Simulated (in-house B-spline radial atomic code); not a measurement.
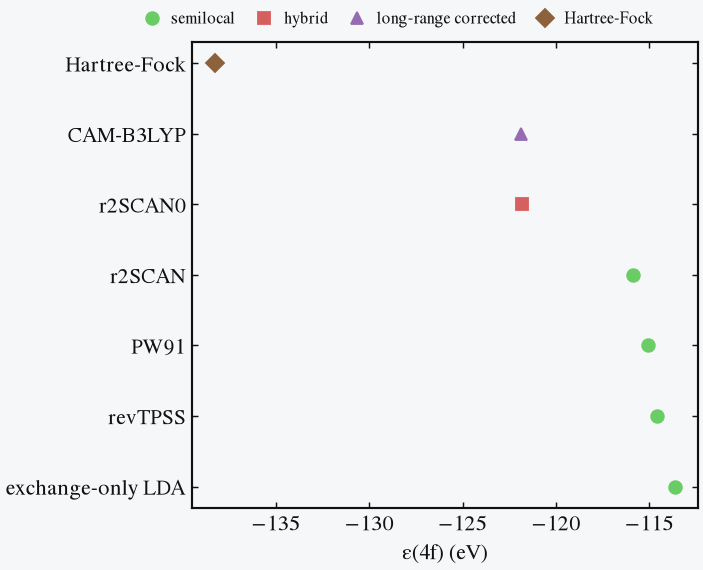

The Hg²⁺ ion; electrons: [Xe] 4f14 5d10. All runs are scalar-relativistic, spin-polarised and spherical, computed with an in-house B-spline radial code (spin-free X2C). Hartree-Fock is the average over the configuration. The plot shows the eigenvalue (eV) of the 4f orbital by 7 methods.

How much do the methods differ, and in which order?

The deepest is Hartree-Fock (−138) and the shallowest exchange-only LDA (−114), a spread of 24.6 eV. In order (eV): Hartree-Fock (−138), CAM-B3LYP (−122), r2SCAN0 (−122), r2SCAN (−116), PW91 (−115), revTPSS (−115), exchange-only LDA (−114). On the whole, exact exchange removes self-interaction and deepens occupied levels.
